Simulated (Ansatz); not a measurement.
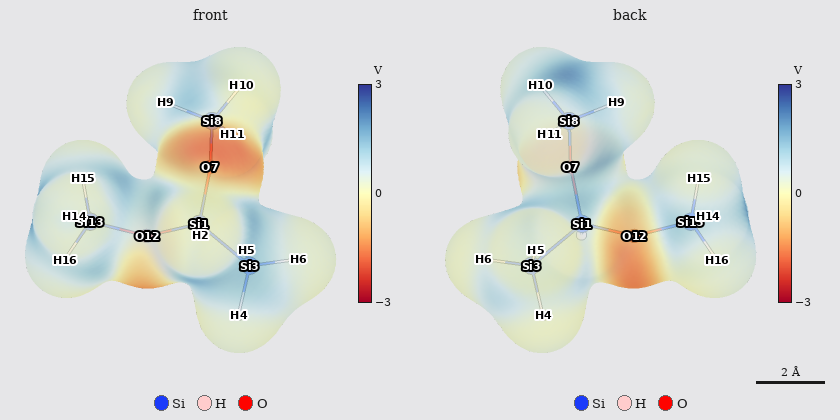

Figure. H₁₀O₂Si₄. The molecular electrostatic potential painted on the density surface at 0.004 e/bohr³, seen from the front and from behind; red is negative and blue positive.

Computed with Ansatz, RKS PBE-D4/6-31G.

```xyz
16

Si    0.1097   -0.0862    0.4600
H     0.4436    0.0743    1.9315
Si    1.9325    0.1130   -1.0369
H     2.9583   -0.9614   -0.7489
H     1.4435   -0.0494   -2.4595
H     2.5956    1.4688   -0.9047
O    -1.0953    1.1052    0.1582
Si   -2.2250    1.6633   -1.0279
H    -3.4746    0.8042   -1.0067
H    -2.5809    3.0899   -0.6813
H    -1.6212    1.6143   -2.4218
O    -0.4948   -1.6712    0.1779
Si   -1.7883   -2.7681    0.5097
H    -2.1665   -2.7431    1.9814
H    -3.0088   -2.4027   -0.3141
H    -1.3183   -4.1532    0.1308
```

> Describe the electrostatic potential map.

The most negative region (about −1.7 V, or −39 kcal/mol for a unit charge) lies over O7, the most positive (about +2.0 V, or +46 kcal/mol for a unit charge) over Si8 and Si13. O7 is the likeliest acceptor of a hydrogen bond.
